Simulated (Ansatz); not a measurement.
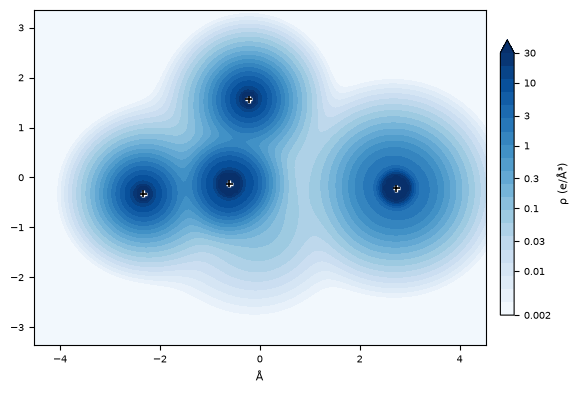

The total electron density on a plane through atoms (crosses mark nuclei in the plane).

These are results of Ansatz 0.2.0, RKS B3LYP-D4/def2-SVP, not measurements.

Candidates:
A. F₃H₂PTi···HCl
B. FGeH₃O₃

Which candidate gave the map?

Answer. Candidate A: F₃H₂PTi···HCl on the plane of atoms F3, Ti1 and F5, which holds Ti, Cl and F. Ti1···Cl2 (3.35 Å): the density falls to about 0.05 e/Å³ on the way. Ti–F (1.73 Å): ρ at the midpoint is about 1.1 e/Å³.
